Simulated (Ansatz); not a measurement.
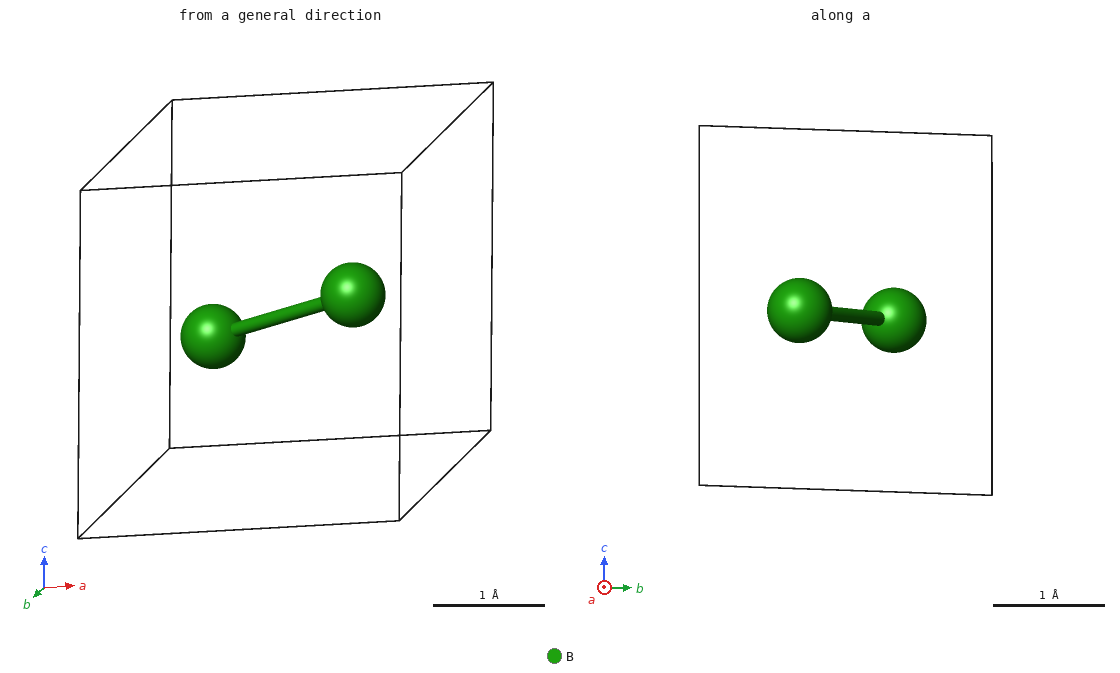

This ball-and-stick model is shown from a general direction and along the a axis. Lines trace the edges of the cell (the run's own, in a reduced setting).

The cell is given by a = 3.002 Å, b = 3.073 Å, c = 3.245 Å, α = 91.55°, β = 90.27°, γ = 120.68°.

Connected in the drawing: B–B up to 1.95 Å (cut-off distances).

Question: Give the number of atoms in the outlined cell.

Answer: 2 (boron), counting shared atoms by their share.

Question: Describe the connectivity.

Answer: The bonds build B layers parallel to (001).

The structure is a known structure type with an atom taken out, added or moved; no relaxation was done. It was run through Ansatz as a DFT input.

At this level of theory the cell isn't at rest (stretched, at -12 GPa and forces up to 0.6 eV/Å), so its distances can differ from those at equilibrium, the more so the softer the solid.
